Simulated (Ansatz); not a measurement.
## Ligand exchange: CHBr2I + SnH4 → CH2BrI + SnH3Br

Species: CHBr2I (dibromoiodomethane) `BrC(Br)I`, singlet; SnH4 `[SnH4]`, singlet; CH2BrI (bromoiodomethane) `BrCI`, singlet; SnH3Br `[Br][SnH3]`, singlet. The partners trade Br for H: C–Br and Sn–H bonds give way to C–H and Sn–Br.

Shapes, held fixed at every level: PBE0-D4/def2-TZVP. Programs: Ansatz 0.2.0. The zero-point and thermal change to 298 K, harmonic and unscaled (PBE0-D4/def2-TZVP), is +11.8 kJ/mol.

| level | kind | ΔH(298 K) (kJ/mol) | less CCSD(T)/def2-TZVPP | CPU time (sum over the molecules) |
| --- | --- | --- | --- | --- |
| r2SCAN-D4/def2-TZVPP | meta-GGA | -174.2 | -7.7 | 31 s |
| BHLYP-D4/def2-TZVPP | global hybrid | -184.5 | -18.0 | 21 s |
| r2SCAN0-D4/def2-TZVPP | global hybrid | -181.4 | -14.9 | 34 s |
| wB97M-V/def2-TZVPP | range-separated hybrid | -173.4 | -6.9 | 77 s |
| wB97X-V/def2-TZVPP | range-separated hybrid | -174.4 | -7.9 | 53 s |
| CCSD/def2-TZVPP | coupled cluster or CI | -172.8 | -6.3 | – |
| CCSD(T)/def2-TZVPP | coupled cluster or CI | -166.5 | 0.0 | 3.6 min |

The highest level, CCSD(T)/def2-TZVPP, gives ΔH(298 K) = -166.5 kJ/mol; the levels span -184.5 to -166.5. The column of differences is taken from that level and isn't an error. No measured value is set beside it here. For atoms past krypton def2 sets carry core potentials with scalar relativity. Relativity is left out for Br. Outer-core shells of Br, I, Sn are correlated, in sets that cover them unevenly. CCSD(T)/def2-TZVPP lies outside the range of all other levels here, so it shouldn't be taken on trust. Times are processor times on shared x86 and Arm servers, and rough.

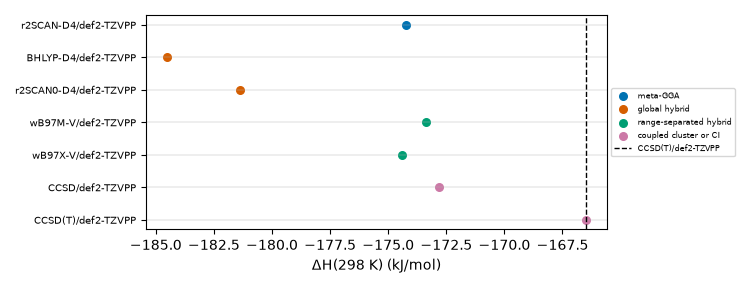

The values of the table, level by level.
